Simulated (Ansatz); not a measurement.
# HNO3 (peroxynitrous acid): PBE-QIDH/6-311+G(d,p)

What is the energy change on altering one bond length of HNO3 (peroxynitrous acid) at PBE-QIDH/6-311+G**? 

The calculation is run with Ansatz 0.2.0.

51 further runs of the same task are left out: 51 set aside as unsound or not needed.

**1. The system as given**

HNO3: 5 atoms, total charge 0, spin state singlet. SMILES: `O=NOO`. The shape is that of a PBE0-D4/def2-TZVP optimisation. This is one conformer, not always the lowest.

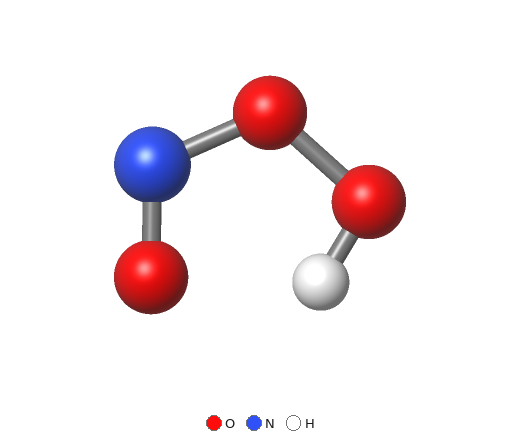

Viewed from a chosen angle; oxygen red, nitrogen blue, hydrogen white.

**2. The energy at PBE-QIDH/6-311+G(d,p)**

run.yaml reads:

```yaml
basis:
  gaussian:
    orbitals: 6-311+G_st__st_.json
crystal:
  periodic: [false, false, false]
  atoms:
    - {symbol: O, position_ang: [0.136350, -0.835310, 0.979060]}
    - {symbol: N, position_ang: [-0.871770, -0.628300, 0.400790]}
    - {symbol: O, position_ang: [-0.775090, 0.288530, -0.589000]}
    - {symbol: O, position_ang: [0.508600, 0.826880, -0.747550]}
    - {symbol: H, position_ang: [1.001920, 0.348200, -0.043280]}
accuracy: high
correlation:
  frozen_orbitals: {H: 0, "N": 1, O: 1}
output: {orbitals: {seedname: orbitals}}
hamiltonian:
  xc: {name: PBE-QIDH}
```

The basis set 6-311+G** is read from a file made from the Basis Set Exchange's data (not shown).

Launch:

```console
$ ansatz run run.yaml --threads 1 --pin off --max-ram 3480MiB --events-out events.jsonl --progress --plain --runs-dir runs
```

The log of the run:

```text
Warning: RAYON_NUM_THREADS=1 ignored (pool sized by the plan → 1); use --threads N
Functional definition: PBE-QIDH
  name "PBE-QIDH"
  parameter a = 3^(-1/3)
  parameter c = 1/3
  exchange = (1 - a)*pbe_x + a*exact_x
  correlation = (1 - c)*pbe_c + c*(mp2_os + mp2_ss)
1794 factors; integrals over basis functions are off by at most 2.9e-9 eV
mean field evaluation 1: about -7622.7676 eV, gradient 3.8e1 eV
mean field evaluation 2: about -7622.7748 eV, gradient 3.8e1 eV
mean field evaluation 4: about -7625.0996 eV, gradient 6.2e0 eV
mean field evaluation 8: about -7625.1956 eV, gradient 3.1e-1 eV
mean field evaluation 16: about -7625.1963 eV, gradient 1.9e-4 eV
mean field -7625.19632303 eV, -280.2207963276 hartree, gradient 6.0e-8 eV, S^2 0.000000; 0 other end points of the search recorded, 0 dependent functions left out
4 core orbitals not correlated: weight in the atoms' cores, before any rotation towards them, 1.000 or more for the frozen orbitals, at most 0.000 for the correlated occupied ones
reference -7625.19632430 eV, -280.2207963741 hartree; 12, 12 occupied and 78, 78 virtual orbitals, 1794 factors
second order -24.72279648 eV of doubles, -0.00000000 eV of singles
Total energy: -7633.43725646 eV, -280.5236450451 hartree
```

Run time: 7.2 s. Hardware: 1 thread of Arm Neoverse V2, shared host; peak memory 0.26 GiB.

**3. The distorted shape at the same level**

input.yaml reads:

```yaml
crystal:
  periodic: [false, false, false]
  atoms:
    - {symbol: O, position_ang: [-0.505486, -1.104481, 1.058334]}
    - {symbol: "N", position_ang: [-1.513606, -0.897471, 0.480064]}
    - {symbol: O, position_ang: [-1.416926, 0.019359, -0.509726]}
    - {symbol: O, position_ang: [0.508600, 0.826880, -0.747550]}
    - {symbol: H, position_ang: [1.001920, 0.348200, -0.043280]}
basis:
  gaussian: {orbitals: 6-311+G_st__st_.json}
hamiltonian: {xc: {name: PBE-QIDH}}
correlation: {frozen_orbitals: {H: 0, "N": 1, O: 1}}
accuracy: high
output: {orbitals: {seedname: orbitals}}
```

The basis set 6-311+G** is read from a file made from the Basis Set Exchange's data (not shown).

Launch:

```console
$ ansatz run input.yaml --threads 1 --pin off --max-ram 3480MiB --events-out events.jsonl --progress --plain --runs-dir runs
```

The log of the run:

```text
Warning: RAYON_NUM_THREADS=1 ignored (pool sized by the plan → 1); use --threads N
[... 6 set-up lines as earlier in the session ...]
1757 factors; integrals over basis functions are off by at most 3.2e-9 eV
mean field evaluation 1: about -7611.0668 eV, gradient 6.8e1 eV
mean field evaluation 2: about -7611.0705 eV, gradient 6.8e1 eV
mean field evaluation 4: about -7617.5808 eV, gradient 3.9e1 eV
mean field evaluation 8: about -7622.2351 eV, gradient 5.3e0 eV
mean field evaluation 16: about -7622.3342 eV, gradient 2.8e-2 eV
mean field evaluation 32: about -7622.3342 eV, gradient 1.1e-6 eV
mean field -7622.33424849 eV, -280.1156170282 hartree, gradient 8.3e-8 eV, S^2 0.000000; 1 other end points of the search recorded, 0 dependent functions left out; unrestricted orbitals would lower it
4 core orbitals not correlated: weight in the atoms' cores, before any rotation towards them, 1.000 or more for the frozen orbitals, at most 0.000 for the correlated occupied ones
reference -7622.33424978 eV, -280.1156170758 hartree; 12, 12 occupied and 78, 78 virtual orbitals, 1757 factors
second order -27.50738195 eV of doubles, -0.00000000 eV of singles
Total energy: -7631.50337710 eV, -280.4525762896 hartree
```

It took 7.8 s on 1 thread of Arm Neoverse V2, shared host; peak memory 0.3 GiB.

**4. Results**

At PBE-QIDH/6-311+G**, 4 core orbitals frozen:

| quantity | value |
| --- | --- |
| first shape: total energy | -280.52365 Eh |
| first shape: HOMO energy (SCF part's orbitals) | -12.01 eV |
| first shape: LUMO energy (SCF part's orbitals) | -0.45 eV |
| first shape: HOMO–LUMO gap (SCF part's orbitals) | 11.56 eV |
| distorted shape: total energy | -280.45258 Eh |
| distorted shape: HOMO energy (SCF part's orbitals) | -11.64 eV |
| distorted shape: LUMO energy (SCF part's orbitals) | -4.03 eV |
| distorted shape: HOMO–LUMO gap (SCF part's orbitals) | 7.61 eV |
| energy change with the O3–O4 bond stretched from 1.401 to 2.101 Å | 1.934 eV |

**Reading.** With the O3–O4 bond stretched from 1.401 to 2.101 Å the energy rises by 1.93 eV (45 kcal/mol). The first shape isn't relaxed at this level, so the change isn't measured from a minimum. The restricted solution (distorted shape) is unstable to spin breaking: an unrestricted one lies lower.
